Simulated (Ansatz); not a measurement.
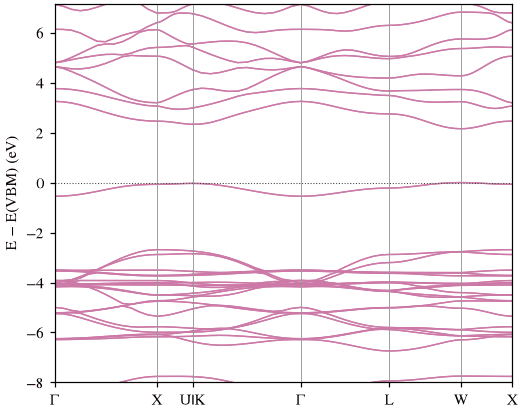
Figure. Band structure from r²SCAN+D4 with spin–orbit coupling in the plane-wave PAW code Ansatz

Read off the gap and where the band edges lie.

About 2.2 eV (2.15 eV by a search for the band edges); maximum at W, minimum at W.

The material is Tl₂InGaF₆ in space group Fm-3m (No. 225; Tl on 8c, In on 4a, Ga on 4b, F on 24e).

The first step of the workflow began from a Materials Project structure, measured or hypothetical; the Crystallography Open Database copy checked does not list it. Whether it is the stable phase at ambient conditions was not checked. Symmetry was held in the r²SCAN+D4 relaxation; whether a distortion lowers the energy is not shown.

Potentials: the later of the program's two PAW sets.
